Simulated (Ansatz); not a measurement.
BH$_{5}$SO: several calculations on one system

## 1. Relaxation

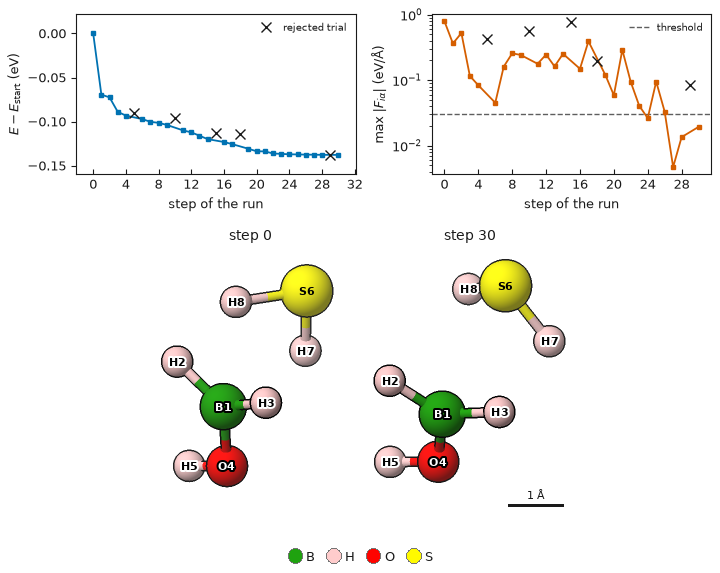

First and last geometry of a relaxation of BH₅SO, with the history of the run. A ball-and-stick model, seen from a free direction.

The run prepares an end point of a later path (reaction) calculation, from a guessed geometry.

These are results of RKS r2SCAN-D4/6-31G* in Ansatz, not measurements. Settings: no spin polarisation; force threshold 0.03 eV/Å; at most 50 steps.

Question: Read the history and describe the run.

Answer: It converged. Over 25 accepted moves (30 points after the start) the energy falls by 0.138 eV. Largest force component: 0.79 eV/Å at the start, 0.019 eV/Å at the end. The line search rejected the trial steps at points 5, 10, 15, 18, 29 of the run. The forces were under the threshold at step 24, but the run went on from there. The largest move after the best rigid fit is that of H8, 1.43 Å. Largest moves by element: H 1.43 Å, S 0.43 Å, O 0.21 Å, B 0.18 Å. Some distances before and after: S6–H8 1.379 → 1.349 Å, B1–O4 1.358 → 1.363 Å, B1–H2 1.199 → 1.204 Å.

## 2. Relaxation

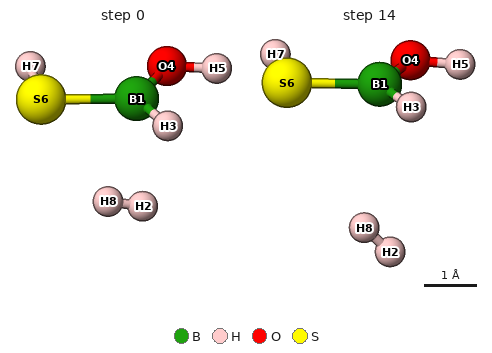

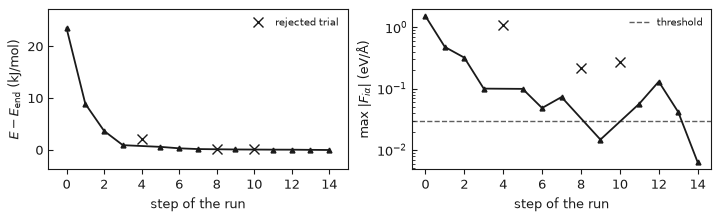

First and last geometry of a relaxation of BH₅SO, with the history of the run. The picture is a ball-and-stick view, seen face on.

The run prepares an end point of a later path (reaction) calculation, from a guessed geometry.

Computed with RKS r2SCAN-D4/6-31G* (Ansatz).

Input
```yaml
crystal:
  periodic: [false, false, false]
  atoms:
    - { symbol: B, position_ang: [-0.225459, 0.538096, -0.299765] }
    - { symbol: H, position_ang: [-0.085722, -0.231374, 1.970027] }
    - { symbol: H, position_ang: [0.814715, -0.02323, -0.490479] }
    - { symbol: O, position_ang: [-1.440452, -0.049585, -0.439804] }
    - { symbol: H, position_ang: [-1.357375, -0.979895, -0.696162] }
    - { symbol: S, position_ang: [-0.139146, 2.338945, 0.166311] }
    - { symbol: H, position_ang: [-1.472867, 2.502589, 0.302323] }
    - { symbol: H, position_ang: [0.020705, 0.468754, 1.981849] }
basis:
  gaussian: { orbitals: "6-31G*" }
hamiltonian:
  xc: r2scan
  dispersion: d4
relax:
  f_tol: 0.03
  max_steps: 50
```

Command:
```bash
ansatz run input.yaml --threads 1 --pin off --max-ram 2048MiB --backend cpu --events-out ev --progress --plain --runs-dir out
```

What do the curves and the structures tell?

Answer. It converged. Over 11 accepted moves (14 points after the start) the energy falls by 23.5 kJ/mol. Largest force component: 1.5 eV/Å at the start, 0.0063 eV/Å at the end. The line search rejected the trial steps at points 4, 8, 10 of the run. The forces were under the threshold at step 9, but the run went on from there. The atom that moves furthest after the best rigid fit is H2 (0.97 Å). By element the largest moves are H 0.97 Å, S 0.36 Å, B 0.32 Å, O 0.13 Å. Some distances before and after: B1–S6 1.862 → 1.810 Å, H2–H8 0.708 → 0.742 Å. Cost: 45 s on 1 thread of Arm Neoverse V1 (shared host), peak memory 0.13 GiB.

Limits of the set-up: the start holds two separate molecules, 2.3 Å apart at their closest, whose relative position is a soft coordinate.

## 3. Path

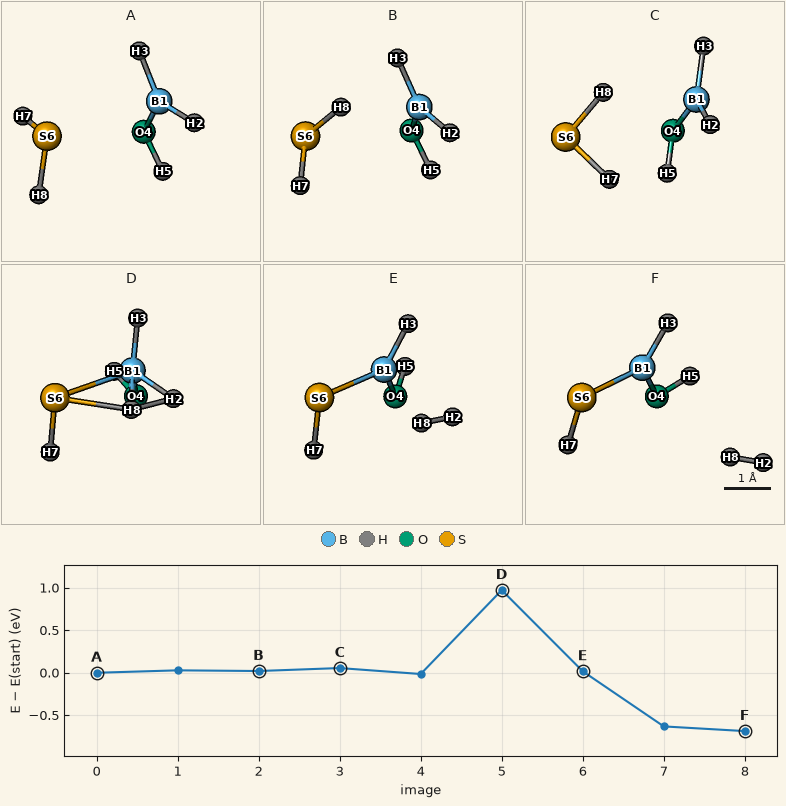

NEB run on BH5SO, made up at the start of BH$_{3}$O and H2S. Images are numbered from 0 (start) to 8 (end). Frames A to F are images 0, 2, 3, 5, 6, 8. Style: ball-and-stick. Shown at a tilt.

Level of theory: RKS r2SCAN-D4/6-31G* (Ansatz). Run with 7 movable images; climbing image; force threshold 0.05 eV/Å; iteration limit 60; starting path through a guess of the saddle point.

Describe the mechanism and the energy profile.

The path has more than one stage, and so few images may leave a stage unresolved. Breaking: B1–H2 (1.20 → 1.32 at the top → 3.68 Å), S6–H8 (1.35 → 1.70 at the top → 3.55 Å). Forming: B1–S6 (3.07 → 2.11 at the top → 1.81 Å), H2–H8 (3.81 → 1.02 at the top → 0.74 Å). The energy climbs by 0.97 eV to image 5 and then falls by 1.66 eV, so the end point sits at −0.69 eV. The profile has 3 maxima (images 1, 3, 5) with a dip at image 4 (−0.01 eV), so the process runs in steps. The band converged in 60 iterations. The largest component of the band force went from 7.5 to 0.044 eV/Å. The climbing image converged on the top of the path. Its vibrational analysis gives one imaginary mode (840i cm⁻¹), as a transition state must have.

Limits of the set-up: the start holds two separate molecules, 3.0 Å apart at their closest, whose relative position is a soft coordinate.

Cost: 17 min on 1 thread of Arm Neoverse V1, on a shared host, peak memory 0.11 GiB.
